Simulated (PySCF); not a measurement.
Consider C$_{3}$H$_{7}$CuF (charge +1).

```xyz
12

C    -1.1615   -0.1394    0.2447
C     0.0372    0.5918   -0.3112
C     1.3707   -0.0426   -0.0634
F     0.0183    1.8760    0.3690
H    -1.0208   -0.3591    1.3267
H    -1.3140   -1.1224   -0.2275
H    -2.1014    0.4193    0.0438
H    -0.1072    0.8487   -1.3707
H     1.5222   -0.2607    1.0043
H     1.4359   -0.9875   -0.6230
H     2.1797    0.6130   -0.4132
Cu   -1.5210    1.7904    1.6914
```

Geometry: PBE0-D3(BJ)/def2-SVP.

All numbers below come from DFT single point, gas phase, functional wB97X (PySCF).

Q: What can the converged electron density and electron localisation function tell about the bonding?

A: C–F (1.45 Å): ρ at the midpoint is about 1.7 e/Å³, with its minimum of 1.3 e/Å³ about 0.5 Å from C; the ELF peaks at about 0.85 between the atoms: a shared but strongly polarised pair.
C–C (1.51 Å): ρ at the midpoint is about 1.8 e/Å³; the ELF peaks at about 0.95 between the atoms: localised, covalent bonding.
Cu–F (2.03 Å): ρ at the midpoint is about 0.42 e/Å³; the ELF is about 0.05 at the midpoint.
C–Cu (2.44 Å): ρ is about 0.22 e/Å³ halfway; the ELF peaks at about 0.55 in the valence shell of C, 0.7 Å from its nucleus, and drops to about 0.05 between the two atoms.

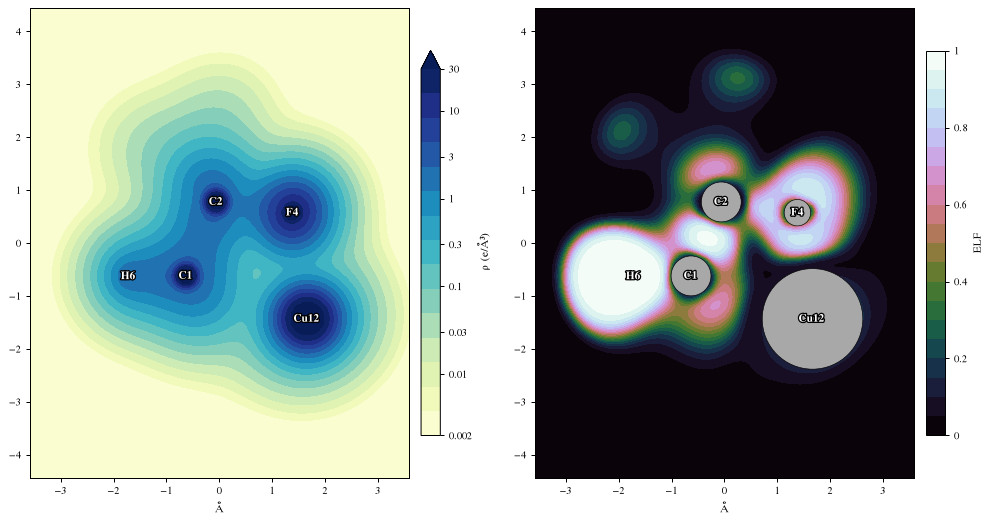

Computed electron density and electron localisation function on the plane of atoms C1, C2 and F4, in this order. Grey discs cover the atomic cores in the ELF map. 
